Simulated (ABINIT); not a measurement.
## AlSbSe3 (Pm-3m): zone-centre phonons

Which modes does AlSbSe3 (Pm-3m) have at the zone centre?

Main program and level: ABINIT 10.8.3; DFT LDA, scalar-relativistic, plane waves, JTH PAW pseudopotentials.

The structure was built from a prototype and need not be the compound's stable phase.

## (1) The structure

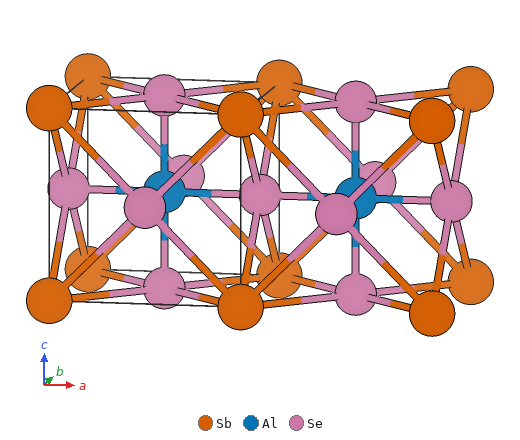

The cell as given, slightly off an axis (antimony orange, aluminium blue, selenium pink). 2×1×1 cells are drawn. Some periodic images of atoms are drawn too.

## (2) A first look

A first run with smearing and empty bands tells whether the crystal has a gap, which decides between fixed occupations and smearing later on.

probe.abi reads:

```
# ground state
tolvrs 1.0d-08
prtden 1
prtwf 1

# basis, mesh and filling
ecut 24.0
ecutsm 3.0
pawecutdg 48.0
ngkpt 4 4 4
nshiftk 1
shiftk 0.0 0.0 0.0
istwfk *1
occopt 7
tsmear 0.005
nband 26
nstep 100
diemac 9.0
prtebands 0
prtgsr 0

# cell and atoms
acell 9.238493078 9.238493078 9.238493078
rprim 
    1.0 0.0 0.0
    0.0 1.0 0.0
    0.0 0.0 1.0
ntypat 3
znucl 51 13 34
natom 5
typat 1 2 3 3 3
xred 
    0.0 0.0 0.0
    0.5 0.5 0.5
    0.5 0.5 0.0
    0.5 0.0 0.5
    0.0 0.5 0.5
pp_dirpath "./pseudo"
pseudos "Sb.xml, Al.xml, Se.xml"
```

Run with:

```bash
OMP_NUM_THREADS=1 mpirun -n 4 abinit probe.abi > probe.log
```

Numbers of over 12 decimals in the logs are rounded to 6 here.

probe.abo, the main output file:

```text
[banners, grids, parts of the stress and lines that vanish by symmetry left out]
- input  file    -> probe.abi
- output file    -> probe.abo
- root for input  files -> probei
[...]
Symmetries : space group Pm -3 m (#221); Bravais cP (primitive cubic)
[...]
mpw =        4468          nfft =       91125          nkpt =          10
[...]
== DATASET  1 ==================================================================
[...]
cutoff_energies: {ecut:  24.0, pawecutdg:  48.0, }
[...]
ETOT  1  -110.34196142508    -1.103E+02 2.358E+01 7.979E+00
 ETOT  2  -114.08071608947    -3.739E+00 7.452E-02 1.810E+01
 ETOT  3  -113.96695117074     1.138E-01 1.846E-02 2.891E+00
 ETOT  4  -113.95247489741     1.448E-02 9.159E-03 6.789E-01
 ETOT  5  -113.94921844302     3.256E-03 8.062E-03 8.109E-02
[...]
ETOT 12  -113.94869221639     4.922E-10 1.033E-04 2.388E-08
 ETOT 13  -113.94869221636     2.875E-11 1.299E-04 8.037E-09
 At SCF step   13       nres2   =  8.04E-09 < tolvrs=  1.00E-08 =>converged.
[...]
sigma(1 1)=  1.38973780E-04  sigma(3 2)=  0.00000000E+00
  sigma(2 2)=  1.38973780E-04  sigma(3 1)=  0.00000000E+00
  sigma(3 3)=  1.38973780E-04  sigma(2 1)=  0.00000000E+00
[...]
convergence: {deltae:  2.875E-11, res2:  8.037E-09, residm:  1.299E-04, diffor: null, }
etotal    :  -1.13948692E+02
[...]
sigma(1 1)=  1.38973780E-04  sigma(3 2)=  0.00000000E+00
  sigma(2 2)=  1.38973780E-04  sigma(3 1)=  0.00000000E+00
  sigma(3 3)=  1.38973780E-04  sigma(2 1)=  0.00000000E+00
[...]
- sigma(1 1)=  4.08874979E+00  sigma(3 2)=  0.00000000E+00
- sigma(2 2)=  4.08874979E+00  sigma(3 1)=  0.00000000E+00
- sigma(3 3)=  4.08874979E+00  sigma(2 1)=  0.00000000E+00
[...]
fcart     -0.0000000000E+00 -0.0000000000E+00 -0.0000000000E+00
           strten      1.3897378050E-04  1.3897378050E-04  1.3897378050E-04
================================================================================

[key lines of the parts left out:]
pressure_GPa:  -4.0887E+00
Total energy DC (eV): -3.80929446834520E+05
```

Run time: 17 s. Hardware: 4 MPI ranks of Arm Neoverse V2, shared host; 69 s of CPU time.

Numbers from this step:

* volume per atom: 23.37 Å³
* pressure: -4.089 GPa
* gap on the k-mesh: 0 eV

No gap opens on this mesh, so smearing is kept.

## (3) Rough relaxation

The typed start is rough, so a first relaxation with smearing and loose thresholds takes it towards rest cheaply.

prerelax.abi reads:

```
# relaxation
ionmov 2
optcell 2
dilatmx 1.15
chkdilatmx 0
ntime 40
tolmxf 3.0d-04
tolvrs 1.0d-10
prtwf 0
prtden 0
chksymtnons 0

# basis, mesh and filling
ecut 19.2
ecutsm 3.0
pawecutdg 38.4
ngkpt 4 4 4
nshiftk 1
shiftk 0.0 0.0 0.0
istwfk *1
occopt 7
tsmear 0.005
nband 26
nstep 100
diemac 1000000.0
prtebands 0
prtgsr 0

# cell and atoms
acell 9.238493078 9.238493078 9.238493078
rprim 
    1.0 0.0 0.0
    0.0 1.0 0.0
    0.0 0.0 1.0
ntypat 3
znucl 51 13 34
natom 5
typat 1 2 3 3 3
xred 
    0.0 0.0 0.0
    0.5 0.5 0.5
    0.5 0.5 0.0
    0.5 0.0 0.5
    0.0 0.5 0.5
pp_dirpath "./pseudo"
pseudos "Sb.xml, Al.xml, Se.xml"
```

Run with:

```bash
OMP_NUM_THREADS=1 mpirun -n 4 abinit prerelax.abi > prerelax.log
```

prerelax.abo, the main output file:

```text
[banners, grids, parts of the stress and lines that vanish by symmetry left out]
- input  file    -> prerelax.abi
- output file    -> prerelax.abo
- root for input  files -> prerelaxi
[...]
Symmetries : space group Pm -3 m (#221); Bravais cP (primitive cubic)
[...]
mpw =        4842          nfft =       91125          nkpt =          10
[...]
== DATASET  1 ==================================================================
[...]
cutoff_energies: {ecut:  19.2, pawecutdg:  38.4, }
[...]
ETOT  1  -112.17887345600    -1.122E+02 3.103E+01 3.854E+00
 ETOT  2  -114.01011320493    -1.831E+00 3.209E-02 7.492E+00
 ETOT  3  -113.95398490286     5.613E-02 1.326E-02 9.141E-01
 ETOT  4  -113.94939315830     4.592E-03 5.736E-03 2.065E-01
 ETOT  5  -113.94826106514     1.132E-03 5.592E-04 5.029E-03
[...]
At SCF step   13       nres2   =  2.42E-11 < tolvrs=  1.00E-10 =>converged.
[...]
ETOT 10  -113.95180051454    -5.826E-13 2.908E-05 7.080E-12
 At SCF step   10       nres2   =  7.08E-12 < tolvrs=  1.00E-10 =>converged.
[...]
sigma(1 1)=  5.05000540E-07  sigma(3 2)=  0.00000000E+00
  sigma(2 2)=  5.05000540E-07  sigma(3 1)=  0.00000000E+00
  sigma(3 3)=  5.05000540E-07  sigma(2 1)=  0.00000000E+00
[...]
convergence: {deltae: -5.826E-13, res2:  7.080E-12, residm:  2.908E-05, diffor: null, }
etotal    :  -1.13951801E+02
[...]
At Broyd/MD step   4, gradients are converged :
[...]
sigma(1 1)=  5.05000540E-07  sigma(3 2)=  0.00000000E+00
  sigma(2 2)=  5.05000540E-07  sigma(3 1)=  0.00000000E+00
  sigma(3 3)=  5.05000540E-07  sigma(2 1)=  0.00000000E+00
[...]
- sigma(1 1)=  1.48576289E-02  sigma(3 2)=  0.00000000E+00
- sigma(2 2)=  1.48576289E-02  sigma(3 1)=  0.00000000E+00
- sigma(3 3)=  1.48576289E-02  sigma(2 1)=  0.00000000E+00
[...]
fcart     -0.0000000000E+00 -0.0000000000E+00 -0.0000000000E+00
           strten      5.0500054049E-07  5.0500054049E-07  5.0500054048E-07
================================================================================

[key lines of the parts left out:]
pressure_GPa:  -1.4858E-02
Total energy DC (eV): -3.80929531415623E+05
```

The job ended after 59 s (4 MPI ranks; 3.9 min of CPU time).

Step by step:

| step | energy less that of the first step (eV) | largest force (eV/Å) | volume (Å³) |
| --- | --- | --- | --- |
| 1 | 0.0000 | 0.0000 | 116.84 |
| 2 | -0.0338 | 0.0000 | 115.39 |
| 3 | -0.0958 | 0.0000 | 109.19 |
| 4 | -0.0963 | 0.0000 | 109.70 |

| conventional cell, symmetrised | before | after | change |
| --- | --- | --- | --- |
| a (Å) | 4.889 | 4.787 | -2.1 % |
| b (Å) | 4.889 | 4.787 | -2.1 % |
| c (Å) | 4.889 | 4.787 | -2.1 % |
| volume (Å³/atom) | 23.37 | 21.94 | -6.1 % |

Read from the output:

| Property | Result |
| --- | --- |
| volume per atom | 21.94 Å³ |
| pressure | -0.01486 GPa |

The volume changes by -6.1 % in this run and stands -6.1 % from the first cell.

## (4) Relaxing the cell and atoms

The harmonic expansion needs vanishing forces, and a free crystal bears no stress, so cell and atoms are brought to rest. Stress is more sensitive to the basis than forces are: the last 3 Ha under the cutoff are smoothed with ecutsm.

relax.abi reads:

```
# relaxation
ionmov 2
optcell 2
dilatmx 1.08
ntime 40
tolmxf 1.0d-05
tolvrs 1.0d-14
prtwf 0
prtden 0
chksymtnons 0

# basis, mesh and filling
ecut 24.0
ecutsm 3.0
pawecutdg 48.0
ngkpt 6 6 6
nshiftk 1
shiftk 0.0 0.0 0.0
istwfk *1
occopt 3
tsmear 0.01
nband 26
nstep 100
diemac 1000000.0
prtebands 0
prtgsr 0

# cell and atoms
acell 9.04633795 9.04633795 9.04633795
rprim 
    1.0 0.0 0.0
    0.0 1.0 0.0
    0.0 0.0 1.0
ntypat 3
znucl 51 13 34
natom 5
typat 1 2 3 3 3
xred 
    0.0 0.0 0.0
    0.5 0.5 0.5
    0.5 0.5 0.0
    0.5 0.0 0.5
    0.0 0.5 0.5
pp_dirpath "./pseudo"
pseudos "Sb.xml, Al.xml, Se.xml"
```

Run with:

```bash
OMP_NUM_THREADS=1 mpirun -n 4 abinit relax.abi > relax.log
```

relax.abo, the main output file:

```text
[banners, grids, parts of the stress and lines that vanish by symmetry left out]
- input  file    -> relax.abi
- output file    -> relax.abo
- root for input  files -> relaxi
[...]
Symmetries : space group Pm -3 m (#221); Bravais cP (primitive cubic)
[...]
mpw =        5260          nfft =       91125          nkpt =          20
[...]
== DATASET  1 ==================================================================
[...]
cutoff_energies: {ecut:  24.0, pawecutdg:  48.0, }
[...]
ETOT  1  -110.20327470052    -1.102E+02 3.933E+01 1.075E+01
 ETOT  2  -114.07165697161    -3.868E+00 5.644E-02 1.932E+01
 ETOT  3  -113.97508076198     9.658E-02 2.862E-02 3.176E+00
 ETOT  4  -113.96326658548     1.181E-02 6.158E-03 6.104E-01
 ETOT  5  -113.96200948583     1.257E-03 1.082E-02 1.522E-01
[...]
At SCF step   18       nres2   =  3.58E-16 < tolvrs=  1.00E-14 =>converged.
[...]
sigma(1 1)= -1.88985653E-05  sigma(3 2)=  0.00000000E+00
  sigma(2 2)= -1.88985653E-05  sigma(3 1)=  0.00000000E+00
  sigma(3 3)= -1.88985653E-05  sigma(2 1)=  0.00000000E+00
[...]
convergence: {deltae:  4.178E-12, res2:  3.576E-16, residm:  3.214E-05, diffor: null, }
etotal    :  -1.13961209E+02
[...]
ETOT  1  -113.96131255292    -1.140E+02 4.193E-05 1.675E-02
[...]
At SCF step   13       nres2   =  4.30E-16 < tolvrs=  1.00E-14 =>converged.
[...]
sigma(1 1)= -1.46952718E-05  sigma(3 2)=  0.00000000E+00
  sigma(2 2)= -1.46952718E-05  sigma(3 1)=  0.00000000E+00
  sigma(3 3)= -1.46952718E-05  sigma(2 1)=  0.00000000E+00
[...]
convergence: {deltae: -6.821E-13, res2:  4.297E-16, residm:  3.881E-05, diffor: null, }
etotal    :  -1.13961231E+02
[...]
ETOT  1  -113.96228614227    -1.140E+02 8.421E-05 2.056E-01
[...]
At SCF step   13       nres2   =  4.27E-15 < tolvrs=  1.00E-14 =>converged.
[...]
sigma(1 1)= -1.65306486E-07  sigma(3 2)=  0.00000000E+00
  sigma(2 2)= -1.65306486E-07  sigma(3 1)=  0.00000000E+00
  sigma(3 3)= -1.65306486E-07  sigma(2 1)=  0.00000000E+00
[...]
convergence: {deltae:  2.345E-12, res2:  4.270E-15, residm:  4.662E-06, diffor: null, }
etotal    :  -1.13961263E+02
[...]
ETOT  1  -113.96126349148    -1.140E+02 3.786E-06 2.724E-05
[...]
ETOT 10  -113.96126335763     2.743E-12 1.325E-06 1.174E-14
 ETOT 11  -113.96126335764    -3.467E-12 1.911E-06 1.136E-16
 At SCF step   11       nres2   =  1.14E-16 < tolvrs=  1.00E-14 =>converged.
[...]
sigma(1 1)= -1.44499286E-09  sigma(3 2)=  0.00000000E+00
  sigma(2 2)= -1.44499286E-09  sigma(3 1)=  0.00000000E+00
  sigma(3 3)= -1.44499286E-09  sigma(2 1)=  0.00000000E+00
[...]
convergence: {deltae: -3.467E-12, res2:  1.136E-16, residm:  1.911E-06, diffor: null, }
etotal    :  -1.13961263E+02
[...]
At Broyd/MD step   4, gradients are converged :
[...]
sigma(1 1)= -1.44499286E-09  sigma(3 2)=  0.00000000E+00
  sigma(2 2)= -1.44499286E-09  sigma(3 1)=  0.00000000E+00
  sigma(3 3)= -1.44499286E-09  sigma(2 1)=  0.00000000E+00
[...]
- sigma(1 1)= -4.25131578E-05  sigma(3 2)=  0.00000000E+00
- sigma(2 2)= -4.25131577E-05  sigma(3 1)=  0.00000000E+00
- sigma(3 3)= -4.25131578E-05  sigma(2 1)=  0.00000000E+00
[...]
fcart     -0.0000000000E+00 -0.0000000000E+00 -0.0000000000E+00
           strten     -1.4449928623E-09 -1.4449928589E-09 -1.4449928649E-09
================================================================================

[key lines of the parts left out:]
pressure_GPa:   4.2513E-05
Total energy DC (eV): -3.80929788912701E+05
```

Run time: 2 min. Hardware: 4 MPI ranks.

The steps of the relaxation:

| step | energy less that of the first step (eV) | largest force (eV/Å) | volume (Å³) |
| --- | --- | --- | --- |
| 1 | 0.0000 | 0.0000 | 109.70 |
| 2 | -0.0006 | 0.0000 | 109.89 |
| 3 | -0.0015 | 0.0000 | 110.55 |
| 4 | -0.0015 | 0.0000 | 110.56 |

| conventional cell, symmetrised | before | after | change |
| --- | --- | --- | --- |
| a (Å) | 4.787 | 4.800 | +0.3 % |
| b (Å) | 4.787 | 4.800 | +0.3 % |
| c (Å) | 4.787 | 4.800 | +0.3 % |
| volume (Å³/atom) | 21.94 | 22.11 | +0.8 % |

The relaxed structure:

```xyz
5
Lattice="4.7995 0.0000 0.0000 0.0000 4.7995 0.0000 0.0000 0.0000 4.7995" Properties=species:S:1:pos:R:3 pbc="T T T"
Sb    0.0000    0.0000    0.0000
Al    2.3998    2.3998    2.3998
Se    2.3998    2.3998    0.0000
Se    2.3998    0.0000    2.3998
Se    0.0000    2.3998    2.3998
```

This step gave:

```
volume per atom : 22.11 Å³
pressure        : 4.25e-5 GPa
```

The volume changes by +0.8 % in this run and stands -5.4 % from the first cell.

## (5) Self-consistent run for the response

The response is built on these wavefunctions, so the potential is converged far more tightly than an energy would need. ecutsm is kept as in the relaxation, so that the cell stays at rest. Smearing stays on, as the first look found no gap above 0.3 eV.

gs.abi reads:

```
# ground state
tolvrs 1.0d-16
prtden 1
prtwf 1

# basis, mesh and filling
ecut 24.0
ecutsm 3.0
pawecutdg 48.0
ngkpt 6 6 6
nshiftk 1
shiftk 0.0 0.0 0.0
istwfk *1
occopt 3
tsmear 0.01
nband 26
nstep 100
diemac 1000000.0
prtebands 0
prtgsr 0

# cell and atoms
acell 9.06974294 9.06974294 9.06974294
rprim 
    1.0 0.0 0.0
    0.0 1.0 0.0
    0.0 0.0 1.0
ntypat 3
znucl 51 13 34
natom 5
typat 1 2 3 3 3
xred 
    0.0 0.0 0.0
    0.5 0.5 0.5
    0.5 0.5 0.0
    0.5 0.0 0.5
    0.0 0.5 0.5
pp_dirpath "./pseudo"
pseudos "Sb.xml, Al.xml, Se.xml"
```

Run with:

```bash
OMP_NUM_THREADS=1 mpirun -n 4 abinit gs.abi > gs.log
```

gs.abo, the main output file:

```text
[banners, grids, parts of the stress and lines that vanish by symmetry left out]
- input  file    -> gs.abi
- output file    -> gs.abo
- root for input  files -> gsi
[...]
Symmetries : space group Pm -3 m (#221); Bravais cP (primitive cubic)
[...]
mpw =        4224          nfft =       91125          nkpt =          20
[...]
== DATASET  1 ==================================================================
[...]
cutoff_energies: {ecut:  24.0, pawecutdg:  48.0, }
[...]
ETOT  1  -111.24849770602    -1.112E+02 4.295E+01 5.771E+00
 ETOT  2  -114.02299460656    -2.774E+00 4.728E-02 9.610E+00
 ETOT  3  -113.96640599265     5.659E-02 2.004E-02 1.223E+00
 ETOT  4  -113.96234266214     4.063E-03 3.947E-03 2.726E-01
 ETOT  5  -113.96131254816     1.030E-03 1.785E-03 1.176E-02
[...]
ETOT 17  -113.96126369759    -4.206E-12 4.485E-05 4.052E-16
 ETOT 18  -113.96126369759    -1.009E-12 7.258E-05 1.986E-17
 At SCF step   18       nres2   =  1.99E-17 < tolvrs=  1.00E-16 =>converged.
[...]
sigma(1 1)= -6.14347576E-08  sigma(3 2)=  0.00000000E+00
  sigma(2 2)= -6.14347576E-08  sigma(3 1)=  0.00000000E+00
  sigma(3 3)= -6.14347576E-08  sigma(2 1)=  0.00000000E+00
[...]
convergence: {deltae: -1.009E-12, res2:  1.986E-17, residm:  7.258E-05, diffor: null, }
etotal    :  -1.13961264E+02
[...]
sigma(1 1)= -6.14347576E-08  sigma(3 2)=  0.00000000E+00
  sigma(2 2)= -6.14347576E-08  sigma(3 1)=  0.00000000E+00
  sigma(3 3)= -6.14347576E-08  sigma(2 1)=  0.00000000E+00
[...]
- sigma(1 1)= -1.80747297E-03  sigma(3 2)=  0.00000000E+00
- sigma(2 2)= -1.80747297E-03  sigma(3 1)=  0.00000000E+00
- sigma(3 3)= -1.80747297E-03  sigma(2 1)=  0.00000000E+00
[...]
fcart     -0.0000000000E+00 -0.0000000000E+00 -0.0000000000E+00
           strten     -6.1434757581E-08 -6.1434757577E-08 -6.1434757582E-08
================================================================================

[key lines of the parts left out:]
pressure_GPa:   1.8075E-03
Total energy DC (eV): -3.80929788921952E+05
```

Elapsed: 37 s, on 4 MPI ranks; 2.4 min of CPU time.

Numbers from this step:

```yaml
pressure: 0.001807 GPa
```

The cell stands at 0.0018 GPa, close enough for phonons.

## (6) Zone-centre response

At q = 0 one unit cell holds all displacements. The response is solved for single atoms along the cell's directions, and symmetry skips those that follow from others. The crystal is treated as a metal, which screens a static field, so no field response is asked.

dfpt_gamma.abi reads:

```

# common to the responses
getwfk_filepath "gso_WFK"
kptopt 2
nqpt 1
qpt 0.0 0.0 0.0
asr 0
chneut 0

# displacements
rfphon 1
rfatpol 1 5
rfdir 1 1 1
tolvrs 1.0d-10
prtwf 0

# basis, mesh and filling
ecut 24.0
ecutsm 3.0
pawecutdg 48.0
ngkpt 6 6 6
nshiftk 1
shiftk 0.0 0.0 0.0
istwfk *1
occopt 3
tsmear 0.01
nband 26
nstep 100
diemac 1000000.0
prtebands 0
prtgsr 0

# cell and atoms
acell 9.06974294 9.06974294 9.06974294
rprim 
    1.0 0.0 0.0
    0.0 1.0 0.0
    0.0 0.0 1.0
ntypat 3
znucl 51 13 34
natom 5
typat 1 2 3 3 3
xred 
    0.0 0.0 0.0
    0.5 0.5 0.5
    0.5 0.5 0.0
    0.5 0.0 0.5
    0.0 0.5 0.5
pp_dirpath "./pseudo"
pseudos "Sb.xml, Al.xml, Se.xml"
```

Run with:

```bash
OMP_NUM_THREADS=1 mpirun -n 4 abinit dfpt_gamma.abi > dfpt_gamma.log
```

dfpt_gamma.abo, the main output file:

```text
[banners, grids, parts of the stress and lines that vanish by symmetry left out]
- input  file    -> dfpt_gamma.abi
- output file    -> dfpt_gamma.abo
- root for input  files -> dfpt_gammai
[...]
Symmetries : space group Pm -3 m (#221); Bravais cP (primitive cubic)
[...]
nfft =       91125          nkpt =         112
[...]
== DATASET  1 ==================================================================
[...]
cutoff_energies: {ecut:  24.0, pawecutdg:  48.0, }
[...]
Perturbation : displacement of atom   1   along direction   1
[...]
-ETOT  1   3092.2855807922      5.147E+03 8.297E+00 2.481E+07
 ETOT  2   280.44811927804     -2.812E+03 1.720E+00 2.278E+06
 ETOT  3  -1.455374     -2.819E+02 1.382E+00 5.396E+03
 ETOT  4  -2.303599     -8.482E-01 8.200E-01 2.675E+03
 ETOT  5  -2.539686     -2.361E-01 2.552E-02 1.346E+02
[...]
At SCF step   15       vres2   =  1.84E-12 < tolvrs=  1.00E-10 =>converged.
[...]
Perturbation : displacement of atom   2   along direction   1
[...]
-ETOT  1   50.277162113846      5.943E+00 2.754E+00 3.889E+05
[...]
At SCF step   13       vres2   =  2.45E-11 < tolvrs=  1.00E-10 =>converged.
[...]
Perturbation : displacement of atom   3   along direction   1
[...]
-ETOT  1   264.77412332207     -8.533E+00 2.305E+00 2.317E+06
[...]
At SCF step   13       vres2   =  4.30E-11 < tolvrs=  1.00E-10 =>converged.
[...]
Perturbation : displacement of atom   3   along direction   3
[...]
-ETOT  1   346.36083130918      4.647E+01 4.337E+00 2.835E+06
[...]
ETOT 13   12.061081071331     -2.871E-11 4.492E-06 1.443E-10
 ETOT 14   12.061081071359      2.871E-11 3.625E-05 7.956E-12
 At SCF step   14       vres2   =  7.96E-12 < tolvrs=  1.00E-10 =>converged.
[...]
Phonon wavevector (reduced coordinates) :  0.00000  0.00000  0.00000
 Phonon energies in Hartree :
[...]
Phonon frequencies in cm-1    :
- -1.143606E+02 -1.143606E+02 -1.143606E+02 -7.250751E+01 -7.250751E+01
- -7.250751E+01 -6.883465E+00 -6.883465E+00 -6.883465E+00  4.742557E+01
-  4.742557E+01  4.742557E+01  3.570801E+02  3.570801E+02  3.570801E+02
[...]
fcart      0.0000000000E+00  0.0000000000E+00  0.0000000000E+00
           strten      0.0000000000E+00  0.0000000000E+00  0.0000000000E+00
================================================================================
```

Run time: 5.9 min. Hardware: 4 MPI ranks.

Read from the output:

- largest acoustic frequency at the zone centre before the sum rule: -6.88 cm⁻¹
- highest optical zone-centre mode (no LO-TO term): 357.1 cm⁻¹
- lowest optical zone-centre mode: -114.4 cm⁻¹

The acoustic modes at Γ come out as far as 6.9 cm⁻¹ from zero, where they should vanish, a small numerical error. The lowest optical mode is imaginary, 114i cm⁻¹, an instability at this level and on this k mesh.

[end of part 1 of 3]

[Host names and launcher messages were left out of these logs when they were recorded.]

[Logs are printed without paths, hosts, clocks, repeated set-up lines and the standing remarks that a program may print on its own settings, such as how far it seeks lower states.]

[Hosts, paths, dates, database ids (printed as entryN), source tags and the programs' standing remarks are cut or masked in the printed files.]
